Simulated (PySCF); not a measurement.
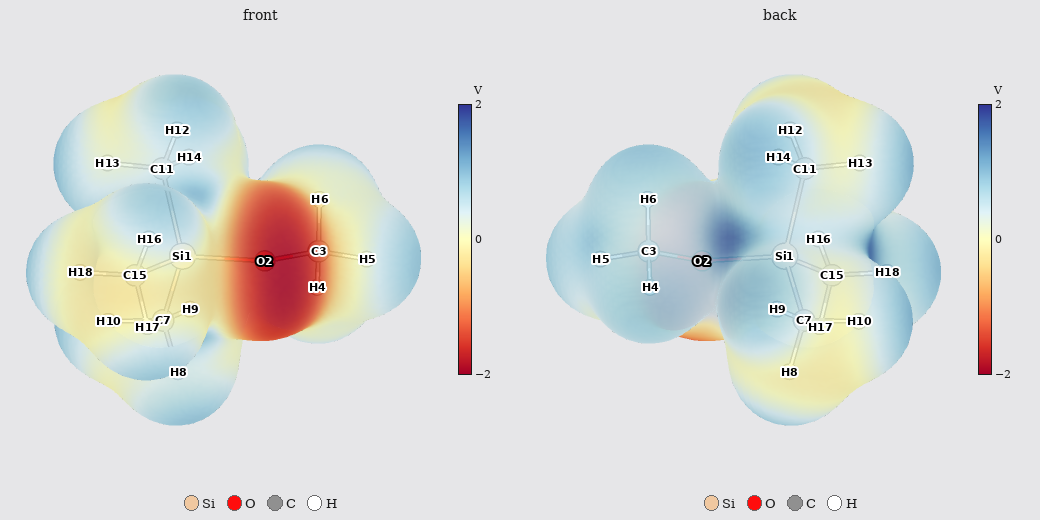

Figure. C₄H₁₂OSi (Si(OMe)Me3). The electrostatic potential painted on the density surface at 0.004 e/bohr³, seen from the front and from behind; the colour scale runs from red (negative) to blue (positive).

Geometry: PBE0-D3(BJ)/def2-SVP.

Theory: PBE0/pcSseg-1, SCF density, gas phase, non-relativistic in PySCF 2.14.0.

```xyz
18

Si   -0.1576   -0.2581   -0.2145
O    -0.1338   -0.2022    1.4632
C     0.4664    0.8103    2.2105
H     1.5469    0.9137    1.9938
H     0.3652    0.5763    3.2822
H    -0.0040    1.7976    2.0388
C     1.6015   -0.2820   -0.8712
H     2.1719   -1.1150   -0.4309
H     2.1369    0.6538   -0.6451
H     1.6086   -0.4085   -1.9658
C    -1.0721    1.2376   -0.8885
H    -2.0796    1.3107   -0.4499
H    -1.1835    1.1673   -1.9826
H    -0.5379    2.1760   -0.6704
C    -1.0547   -1.8406   -0.6338
H    -2.0672   -1.8408   -0.2017
H    -0.5153   -2.7122   -0.2325
H    -1.1479   -1.9668   -1.7240
```

### Describe the electrostatic potential map.

The most negative region (about −1.9 V, or −44 kcal/mol for a unit charge) lies over O2, the most positive (about +1.5 V, or +35 kcal/mol for a unit charge) over Si1. O2 is the likeliest acceptor of a hydrogen bond.

### How polar is the molecule by this calculation?

Its dipole moment is 1.17 D.
